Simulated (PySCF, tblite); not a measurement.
# C₅H₁₁BF₂O₂: geometry, infrared bands and NMR shifts

Wanted: the infrared bands and NMR shifts of C₅H₁₁BF₂O₂ (`[BH3-][O+]1CCC[C@@H]1OC(F)F`), by calculation.

Programs: tblite 0.8.0 and PySCF 2.14.0, with density-fitted response routines of our own. Each step states its level of theory. These are calculated values for one molecule in the gas phase, unless marked as measured. Atoms count from 0, in the outputs and in this text.

### Step 1. Starting geometry

21 atoms, charge 0, multiplicity 1; geometry from: force field or distance geometry start.

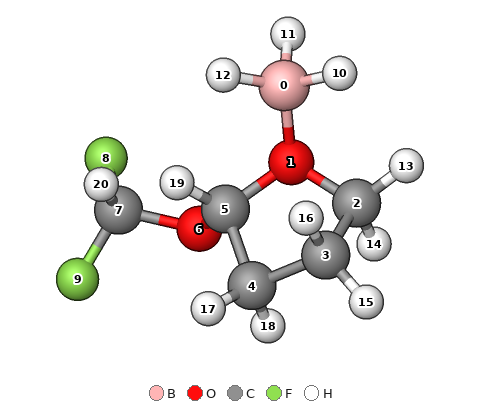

As it starts; boron pink, oxygen red, carbon grey, fluorine green, hydrogen white, atoms numbered; sticks join atoms by distance.

### Step 2. Relaxing the molecule with GFN2-xTB

What the job is given:

```
{"job": {"kind": "relax", "xc": "GFN2-xTB", "basis": "xTB"}, "charge": 0, "multiplicity": 1}
B     -1.362300    -0.819800     1.283800
O     -0.827300    -0.480900    -0.029200
C     -1.571900     0.432100    -0.705400
C     -0.878300     1.737800    -0.363200
C      0.556000     1.296100    -0.634400
C      0.493300    -0.092800    -0.011800
O      1.203100    -0.941900    -0.860800
C      2.317400    -1.518500    -0.201000
F      2.271000    -2.889900    -0.188600
F      3.458900    -1.014300    -0.769800
H     -2.389800    -0.223700     1.493000
H     -1.677000    -1.991500     1.297800
H     -0.593300    -0.681200     2.182700
H     -2.643000     0.442400    -0.424300
H     -1.429900     0.294700    -1.796800
H     -1.192600     2.569200    -0.991100
H     -0.961600     1.926300     0.715500
H      1.291900     1.939900    -0.143900
H      0.718200     1.142200    -1.713900
H      0.949600    -0.028900     1.024000
H      2.258400    -1.080200     0.836700
```

Launch:

```bash
$ OMP_NUM_THREADS=1 python probes_run.py task.json out
```

The driver reads the jobs from task.json and runs them one after another.

The program printed:

```text
step      E/eV     max force
  0    -955.54946    3.730
  1    -956.05409    2.108
  2    -956.27858    0.942
  3    -956.38334    0.885
  4    -956.48228    0.627
  5    -956.52740    0.418
  6    -956.55817    0.385
  7    -956.58658    0.386
  8    -956.60785    0.323
  9    -956.62061    0.213
 10    -956.62772    0.186
 11    -956.63235    0.173
 12    -956.63655    0.150
 13    -956.64113    0.201
 14    -956.64614    0.223
 15    -956.65082    0.165
 16    -956.65460    0.144
 17    -956.65796    0.138
 18    -956.66210    0.182
 19    -956.66846    0.252
 20    -956.67737    0.279
 21    -956.68699    0.214
 22    -956.69491    0.202
 23    -956.70143    0.182
 24    -956.70626    0.153
 25    -956.70980    0.123
 26    -956.71286    0.147
 27    -956.71598    0.150
 28    -956.71911    0.131
 29    -956.72205    0.105
 30    -956.72493    0.119
 31    -956.72811    0.161
 32    -956.73168    0.148
 33    -956.73518    0.145
 34    -956.73790    0.128
 35    -956.73971    0.150
 36    -956.74194    0.133
 37    -956.74473    0.115
 38    -956.74676    0.121
 39    -956.74900    0.138
 40    -956.75086    0.135
 41    -956.75325    0.116
 42    -956.75629    0.118
 43    -956.75952    0.132
 44    -956.76218    0.112
 45    -956.76389    0.235
 46    -956.76642    0.187
 47    -956.76936    0.142
 48    -956.77609    0.119
 49    -956.78007    0.147
 50    -956.78696    0.244
 51    -956.79258    0.193
 52    -956.79842    0.223
 53    -956.80254    0.272
 54    -956.80807    0.204
 55    -956.81529    0.205
 56    -956.82149    0.194
 57    -956.82620    0.195
 58    -956.83525    0.217
 59    -956.84249    0.207
 60    -956.84945    0.169
 61    -956.84902    0.438
 62    -956.85834    0.142
 63    -956.86232    0.144
 64    -956.87169    0.124
 65    -956.87567    0.137
 66    -956.88101    0.190
 67    -956.88593    0.167
 68    -956.89045    0.143
 69    -956.89356    0.113
 70    -956.89583    0.113
 71    -956.89798    0.114
 72    -956.90096    0.142
 73    -956.90513    0.147
 74    -956.90935    0.156
 75    -956.91239    0.137
 76    -956.91443    0.128
 77    -956.91633    0.100
 78    -956.91813    0.093
 79    -956.92001    0.090
 80    -956.92154    0.079
 81    -956.92293    0.081
 82    -956.92418    0.080
 83    -956.92539    0.077
 84    -956.92649    0.069
 85    -956.92740    0.070
 86    -956.92813    0.053
 87    -956.92876    0.055
 88    -956.92939    0.051
 89    -956.93000    0.045
 90    -956.93054    0.044
 91    -956.93095    0.048
 92    -956.93132    0.053
 93    -956.93178    0.065
 94    -956.93247    0.066
 95    -956.93350    0.069
 96    -956.93487    0.079
 97    -956.93661    0.095
 98    -956.93847    0.102
 99    -956.94054    0.100
100    -956.94229    0.100
101    -956.94445    0.109
102    -956.94655    0.119
103    -956.94950    0.113
104    -956.95167    0.136
105    -956.95359    0.074
106    -956.95457    0.104
107    -956.95558    0.069
108    -956.95652    0.073
109    -956.95746    0.061
110    -956.95852    0.062
111    -956.95934    0.050
112    -956.95997    0.050
113    -956.96047    0.048
114    -956.96081    0.087
115    -956.96120    0.039
116    -956.96148    0.032
117    -956.96171    0.024
118    -956.96180    0.022
119    -956.96192    0.016
120    -956.96197    0.016
121    -956.96201    0.015
122    -956.96204    0.013
123    -956.96206    0.010
124    -956.96209    0.010
125    -956.96212    0.013
126    -956.96216    0.019
127    -956.96222    0.022
128    -956.96231    0.018
129    -956.96243    0.026
130    -956.96257    0.034
131    -956.96275    0.040
132    -956.96298    0.044
133    -956.96332    0.044
134    -956.96375    0.055
135    -956.96417    0.057
136    -956.96451    0.050
137    -956.96477    0.037
138    -956.96500    0.035
139    -956.96521    0.036
140    -956.96534    0.063
141    -956.96559    0.026
142    -956.96578    0.021
143    -956.96596    0.021
144    -956.96612    0.031
145    -956.96628    0.039
146    -956.96645    0.041
147    -956.96666    0.034
148    -956.96687    0.034
149    -956.96708    0.040
150    -956.96727    0.030
151    -956.96747    0.025
152    -956.96765    0.031
153    -956.96784    0.035
154    -956.96800    0.045
155    -956.96816    0.027
156    -956.96832    0.023
157    -956.96852    0.038
158    -956.96868    0.029
159    -956.96884    0.024
160    -956.96897    0.025
161    -956.96909    0.030
162    -956.96919    0.025
163    -956.96927    0.016
164    -956.96933    0.016
165    -956.96939    0.015
166    -956.96942    0.012
167    -956.96945    0.009
```

It took 2.3 s on 1 thread of Arm Neoverse N1, shared host; peak memory 0.18 GiB.

Relaxation path: (not every step is listed)

| step | energy from step 0 (eV) | largest force (eV/Å) |
| --- | --- | --- |
| 0 | 0.0000 | 3.7299 |
| 1 | -0.5046 | 2.1077 |
| 2 | -0.7291 | 0.9419 |
| 3 | -0.8339 | 0.8848 |
| 4 | -0.9328 | 0.6269 |
| 5 | -0.9779 | 0.4184 |
| 6 | -1.0087 | 0.3848 |
| 7 | -1.0371 | 0.3856 |
| 8 | -1.0584 | 0.3232 |
| 23 | -1.1520 | 0.1823 |
| 38 | -1.1973 | 0.1211 |
| 53 | -1.2531 | 0.2720 |
| 68 | -1.3410 | 0.1431 |
| 83 | -1.3759 | 0.0773 |
| 98 | -1.3890 | 0.1016 |
| 113 | -1.4110 | 0.0482 |
| 128 | -1.4129 | 0.0184 |
| 143 | -1.4165 | 0.0209 |
| 158 | -1.4192 | 0.0295 |
| 162 | -1.4197 | 0.0250 |
| 163 | -1.4198 | 0.0156 |
| 164 | -1.4199 | 0.0163 |
| 165 | -1.4199 | 0.0146 |
| 166 | -1.4200 | 0.0124 |
| 167 | -1.4200 | 0.0090 |

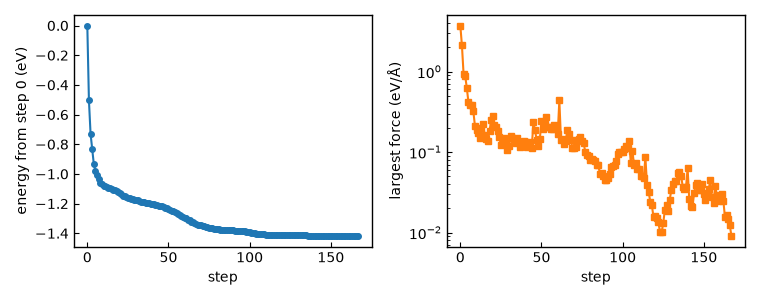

Energy and force, step by step.

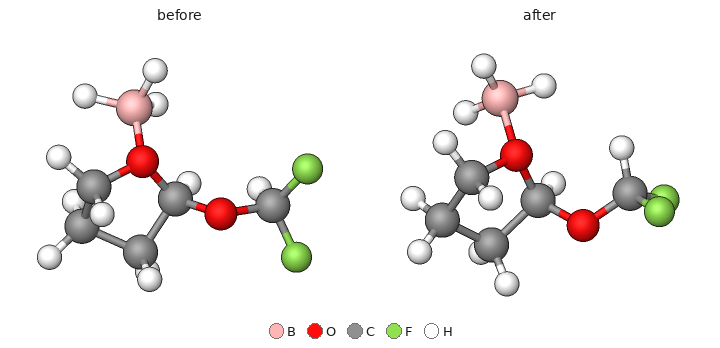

Before and after, at one scale.

Distances of close pairs at the start and the end, largest changes first:

```
  bond  before (Å)  after (Å)  change (Å)
 B0–O1       1.458      1.679      +0.221
 O1–C2       1.358      1.432      +0.073
 O6–C7       1.418      1.358      -0.059
C5–H19       1.134      1.094      -0.039
 O1–C5       1.377      1.412      +0.036
 C7–F8       1.372      1.338      -0.034
B0–H11       1.213      1.182      -0.031
 C5–O6       1.395      1.419      +0.024
```

The end geometry stands in the next job.

### Step 3. Harmonic vibrations with GFN2-xTB

What the job is given:

```
{"job": {"kind": "ir", "xc": "GFN2-xTB", "basis": "xTB"}, "charge": 0, "multiplicity": 1}
B     -1.146527    -0.645284     1.718499
O     -0.516900    -0.496270     0.169048
C     -1.384146     0.115220    -0.791784
C     -1.074506     1.605441    -0.703502
C      0.432427     1.607383    -0.427026
C      0.711543     0.198224     0.115844
O      1.566283    -0.453522    -0.810022
C      2.003996    -1.682226    -0.431089
F      2.358008    -2.359016    -1.529502
F      3.121106    -1.580880     0.330402
H     -1.306507     0.456893     2.130119
H     -2.142336    -1.257396     1.541665
H     -0.300507    -1.253779     2.284820
H     -2.407503    -0.145715    -0.532512
H     -1.127642    -0.284409    -1.779663
H     -1.335021     2.134358    -1.616555
H     -1.616644     2.044987     0.132714
H      0.723552     2.370664     0.289400
H      1.010952     1.735115    -1.341146
H      1.158257     0.181400     1.114820
H      1.263191    -2.274243     0.134999
```

The program printed:

```text
mode    cm-1     km/mol
  1      28.3      2.60
  2      41.2      9.49
  3      67.1      6.22
  4     133.5      2.07
  5     144.2      1.68
  6     166.1      1.53
  7     230.3      8.05
  8     302.1      3.56
  9     320.5      7.57
 10     369.8     21.61
 11     456.0     15.32
 12     499.7      6.62
 13     542.4     35.69
 14     601.7      6.54
 15     651.3     17.58
 16     705.8     15.86
 17     838.0      1.65
 18     867.1     10.41
 19     879.2     28.64
 20     900.8     11.41
 21     925.4     92.46
 22     967.4     54.46
 23     983.4     55.22
 24     994.7    249.74
 25    1011.3     79.48
 26    1064.6    118.63
 27    1084.7     72.39
 28    1105.4     82.48
 29    1118.1     51.20
 30    1123.5    261.74
 31    1135.9    207.55
 32    1171.6     21.73
 33    1173.6      7.72
 34    1201.7     13.73
 35    1235.5     41.56
 36    1245.0     48.78
 37    1255.9      5.29
 38    1269.6     15.10
 39    1273.7     17.59
 40    1282.9     39.34
 41    1291.5      1.82
 42    1306.7      3.62
 43    1312.6      4.01
 44    1445.3      2.00
 45    1452.8      5.11
 46    1474.9      6.74
 47    2486.7    216.60
 48    2505.0    182.47
 49    2539.7    187.47
 50    2883.8     27.00
 51    2933.0     20.52
 52    2949.5     13.18
 53    3014.6      1.40
 54    3024.1     11.97
 55    3034.8      6.92
 56    3041.5     16.61
 57    3042.5     11.99
```

Run time: 1.4 s. Hardware: 1 thread of Arm Neoverse N1, shared host; peak memory 0.18 GiB.

The strongest bands and the atoms that carry them (share of the mass-weighted mode):

```csv
cm⁻¹,km/mol,atoms
925,92.5,"C5 31 %, C2 17 %, O1 15 %"
995,249.7,"C7 46 %, F9 24 %"
1065,118.6,"C7 14 %, C5 14 %, C2 13 %, O1 12 %"
1124,261.7,"O6 23 %, C7 18 %, H11 11 %"
1136,207.6,"C7 20 %, O6 16 %"
2487,216.6,H10 90 %
2505,182.5,H12 91 %
2540,187.5,H11 93 %
```

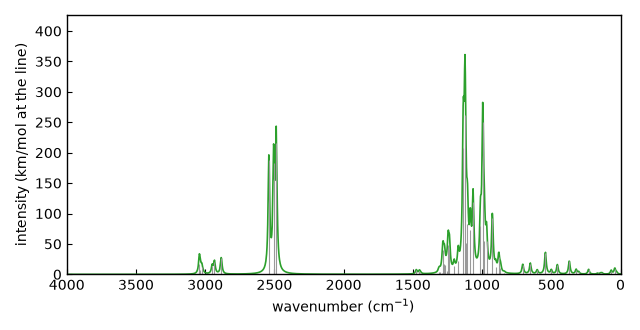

The infrared spectrum from these modes, unscaled. Lines are broadened to a width of 14 cm⁻¹ (Lorentzian).

### Step 4. Shielding tensors: PBE0/pcSseg-1

Settings changed since step 3:

```diff
@@ -1,2 +1,2 @@
-{"job": {"kind": "ir", "xc": "GFN2-xTB", "basis": "xTB"}, "charge": 0, "multiplicity": 1}
+{"job": {"kind": "nmr", "xc": "PBE0", "basis": "pcSseg-1"}, "charge": 0, "multiplicity": 1}
 B     -1.146527    -0.645284     1.718499
```

Level: GIAO PBE0/pcSseg-1 NMR shielding, non-relativistic, gas phase.

The program printed:

```text
coarse grid: 17680 points
cycle   1  E = -571.1791327562  dE =  1.516e+00  |g| = 9.373e-01  |ddm| = 3.898e+00
cycle   2  E = -571.0781976807  dE =  1.009e-01  |g| = 1.268e+00  |ddm| = 1.174e+00
cycle   3  E = -571.3384646599  dE = -2.603e-01  |g| = 7.313e-02  |ddm| = 6.502e-01
cycle   4  E = -571.3394245490  dE = -9.599e-04  |g| = 3.084e-02  |ddm| = 7.879e-02
cycle   5  E = -571.3396387840  dE = -2.142e-04  |g| = 6.874e-03  |ddm| = 2.704e-02
cycle   6  E = -571.3396470828  dE = -8.299e-06  |g| = 2.804e-03  |ddm| = 5.957e-03
final grid: 171968 points
cycle   7  E = -571.4345695932  dE = -6.567e-05  |g| = 1.524e-02  |ddm| = 3.479e-02
cycle   8  E = -571.4345326056  dE =  3.699e-05  |g| = 2.127e-02  |ddm| = 1.998e-02
cycle   9  E = -571.4346119722  dE = -7.937e-05  |g| = 1.309e-03  |ddm| = 1.193e-02
cycle  10  E = -571.4346123391  dE = -3.669e-07  |g| = 3.681e-04  |ddm| = 1.324e-03
cycle  11  E = -571.4346123608  dE = -2.179e-08  |g| = 1.153e-04  |ddm| = 2.847e-04
cycle  12  E = -571.4346123629  dE = -2.102e-09  |g| = 2.731e-05  |ddm| = 7.598e-05
cycle  13  E = -571.4346123631  dE = -1.207e-10  |g| = 8.363e-06  |ddm| = 2.093e-05
converged SCF energy = -571.4346123631

GIAO shielding tensors (ppm)
atom      isotropic    diamagn.    paramagn.     s11        s22        s33       span
  0 B       97.899     191.399     -93.500     60.462     79.250    153.986     93.525
  1 O      246.207     402.366    -156.159    186.038    228.221    324.362    138.324
  2 C      109.762     247.126    -137.364     60.233    100.694    168.359    108.126
  3 C      160.184     251.945     -91.760    131.000    173.265    176.288     45.287
  4 C      151.448     249.834     -98.386    120.512    155.630    178.202     57.690
  5 C       77.035     247.427    -170.391     45.898     73.094    112.114     66.217
  6 O      170.434     401.528    -231.094    127.634    145.403    238.266    110.632
  7 C       64.082     243.128    -179.046     45.381     70.682     76.183     30.802
  8 F      278.089     468.260    -190.172    183.441    306.789    344.037    160.596
  9 F      275.400     470.135    -194.735    193.881    270.344    361.974    168.094
 10 H       28.502      32.239      -3.737     23.943     25.812     35.752     11.809
 11 H       28.528      31.668      -3.140     24.990     26.009     34.585      9.595
 12 H       28.519      31.993      -3.474     25.350     25.447     34.759      9.409
 13 H       27.271      30.259      -2.988     22.841     26.299     32.673      9.831
 14 H       27.450      30.837      -3.387     22.720     26.072     33.558     10.838
 15 H       29.842      29.338       0.504     25.304     26.705     37.518     12.214
 16 H       29.188      30.594      -1.406     25.256     26.364     35.945     10.689
 17 H       29.063      30.031      -0.968     24.874     26.826     35.489     10.615
 18 H       29.509      30.564      -1.055     24.304     28.789     35.434     11.129
 19 H       25.875      32.599      -6.724     23.077     26.413     28.137      5.060
 20 H       25.042      29.605      -4.563     21.429     26.228     27.467      6.038
```

Run time: 89 s. Hardware: 1 thread of Arm Neoverse N1, shared host; peak memory 1.1 GiB.

The references, computed at this level on geometries of the same kind, shield at (ppm): 1H TMS 31.72, 13C TMS 186.9, 19F CFCl3 170.9, 17O H2O 336.1, 11B BF3·OEt2 100.1. Their shielding less the atom's gives the shift. The references are single molecules in the gas phase, so shifts against H2O, NH3, PH3, H3PO4 or CFCl3 are not on the usual liquid scales and can be off by tens of ppm. Atoms listed in one row are averaged.

```csv
atoms,environment,σ (ppm),δ (ppm),δ scaled to CDCl3
C7,sp3 CH bonded to 2 F and O,64.1,122.8,118.0
C5,sp3 CH bonded to 2 O,77.0,109.9,105.3
C2,sp3 CH2 bonded to O,109.8,77.2,73.4
C4,sp3 CH2 in a ring,151.4,35.5,32.7
C3,sp3 CH2 in a ring,160.2,26.7,24.2
H20,hydrogen on an sp3 CH bonded to 2 F and O,25.04,6.68,6.40
H19,hydrogen on an sp3 CH bonded to 2 O,25.88,5.84,5.61
H13,hydrogen on an sp3 CH2 bonded to O,27.27,4.45,4.30
H14,hydrogen on an sp3 CH2 bonded to O,27.45,4.27,4.13
"H10, H11, H12",hydrogen on a boron bonded to O,28.52,3.20,–
H17,hydrogen on an sp3 CH2 in a ring,29.06,2.65,2.61
H16,hydrogen on an sp3 CH2 in a ring,29.19,2.53,2.49
H18,hydrogen on an sp3 CH2 in a ring,29.51,2.21,2.19
H15,hydrogen on an sp3 CH2 in a ring,29.84,1.87,1.87
B0,"boron bonded to O, 3 H",97.9,2.2,–
O6,ether oxygen,170.4,165.6,–
O1,donor oxygen of a Lewis adduct,246.2,89.9,–
F9,fluorine of a CF2 group,275.4,-104.5,–
F8,fluorine of a CF2 group,278.1,-107.1,–
```

The scaled column applies a straight-line fit of computed shieldings to shifts measured in CDCl3, and one for carbons that bear F (root-mean-square error 0.16 ppm for H, 1.9 ppm for C).

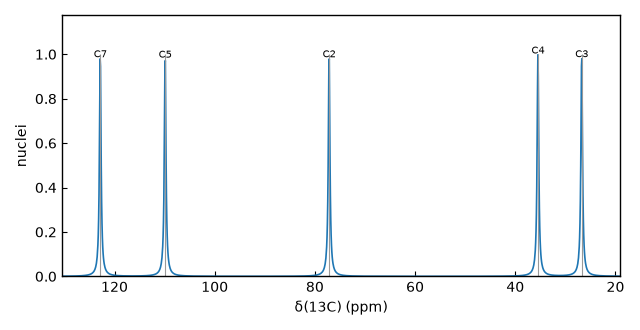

13C lines at the computed shifts, without couplings. Lines are broadened to a width of 0.38 ppm (Lorentzian).

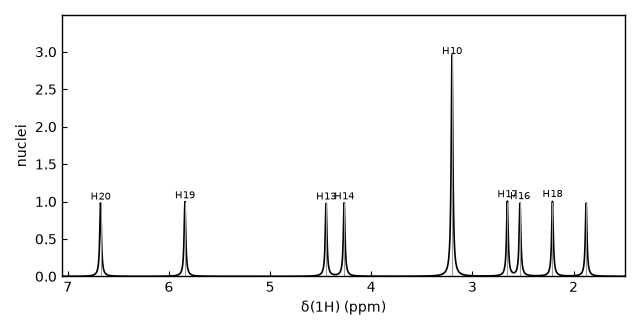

1H lines at the computed shifts, without couplings. Lines are broadened to a width of 0.02 ppm (Lorentzian).

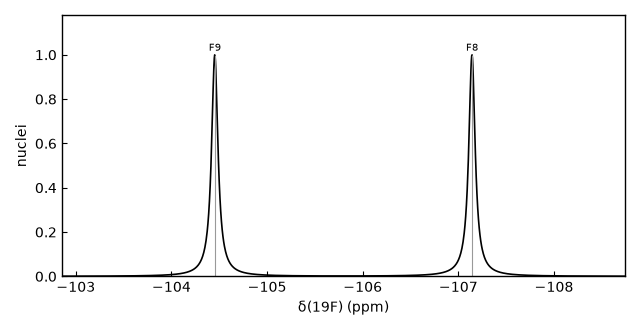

19F lines at the computed shifts, without couplings. Lines are broadened to a width of 0.08 ppm (Lorentzian).

The run also stored atomic charges by several schemes (e):

```csv
atoms,Mulliken,IAO,Hirshfeld,ESP fit
B0,-0.02,-0.31,-0.06,-0.03
O1,-0.53,-0.20,0.01,-0.13
C2,0.06,-0.07,0.03,-0.13
C3,-0.26,-0.28,-0.06,-0.01
C4,-0.19,-0.28,-0.07,-0.24
C5,0.30,0.25,0.14,0.34
O6,-0.48,-0.37,-0.14,-0.36
C7,0.68,0.61,0.20,0.50
F8,-0.27,-0.28,-0.10,-0.21
F9,-0.30,-0.31,-0.12,-0.23
```

Mulliken charges:

B0 -0.02; O1 -0.53; C2 0.06; C3 -0.26; C4 -0.19; C5 0.30; O6 -0.48; C7 0.68; F8 -0.27; F9 -0.30; H10 -0.06; H11 -0.06; H12 -0.07; H13 0.17; H14 0.14; H15 0.14; H16 0.16; H17 0.15; H18 0.16; H19 0.17; H20 0.10

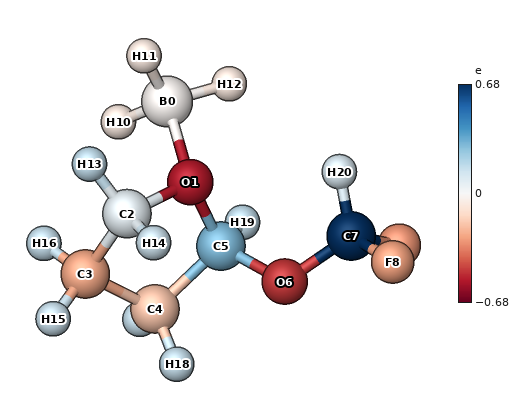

Mulliken charges, as colours on the atoms.

Mayer bond orders: B0–O1 0.41, O1–C2 0.81, C2–C3 1.04, C3–C4 1.04, C4–C5 1.03, C5–O6 0.89, O6–C7 1.02, C7–F8 1.01, C7–F9 0.97, C5–O1 0.82.

Ring of atoms O1, C2, C3, C4, C5: NICS(0) -7.6, NICS(1) -3.9, NICS(1)zz -6.2 ppm (means of both faces).

### Step 5. What came out

```
                                                              quantity                                                     value
                             strongest single infrared mode (GFN2-xTB)                                     1124 cm⁻¹, 262 km/mol
                                          zero-point energy (GFN2-xTB)                                            101.7 kcal/mol
                                13C shifts against TMS (PBE0/pcSseg-1)                        122.8, 109.9, 77.2, 35.5, 26.7 ppm
1H shifts against TMS (PBE0/pcSseg-1, means over atoms taken as alike)  6.68, 5.84, 4.45, 4.27, 3.20, 2.65, 2.53, 2.21, 1.87 ppm
                           11B shifts against BF3·OEt2 (PBE0/pcSseg-1)                                                   2.2 ppm
                                17O shifts against H2O (PBE0/pcSseg-1)                                           165.6, 89.9 ppm
                              19F shifts against CFCl3 (PBE0/pcSseg-1)                                        -104.5, -107.1 ppm
```

What this shows: Relaxing lowered the energy by 1.420 eV in 167 steps; the close pair that moved most is B0–O1, from 1.458 to 1.679 Å. No mode is imaginary among the 57: a minimum at this level. The strongest single mode, at 1124 cm⁻¹, is spread over many atoms; the largest shares are those of O6, C7. GFN2-xTB is a fitted tight-binding method: band positions and strengths are rough. Its intensities can rank the bands wrongly. The most deshielded hydrogen is H20 (hydrogen on an sp3 CH bonded to 2 F and O), at 6.68 ppm: its carbon carries F and O, hence the downfield position.
